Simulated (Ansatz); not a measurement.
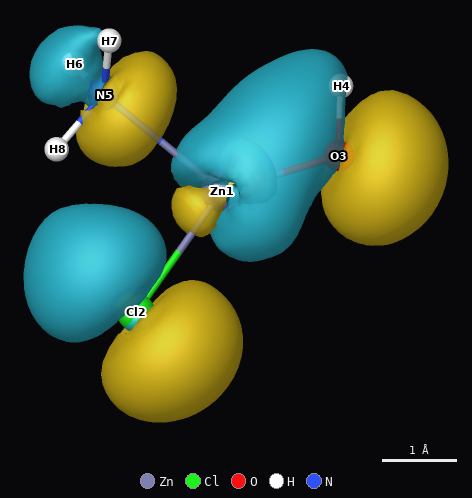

Figure 1: ClH4NOZn. The HOMO−1 at ±0.08 Å⁻³ᐟ² (yellow and cyan are the two phases), seen at a tilt.

All numbers below come from RKS LDA/def2-SVP (Ansatz 0.2.0).

```xyz
8

Zn   -0.0689   -0.1917    0.2414
Cl    0.5937   -0.0273    2.2802
O     0.4553   -0.1920   -1.4524
H    -0.2967   -0.3122   -2.0600
N    -2.0549   -0.4200    0.8479
H    -2.5212   -1.3199    0.6601
H    -2.7168    0.3371    0.6212
H    -1.8188   -0.3664    1.8592
```

> What is the character of this orbital?

By Hirshfeld shares it lies mainly on O3 (about 45 %), Cl2 (about 25 %), Zn1 (about 15 %) and N5 (about 10 %); largely a combination of lone pairs on O3, Cl2 and N5. Its energy is −6.02 eV.
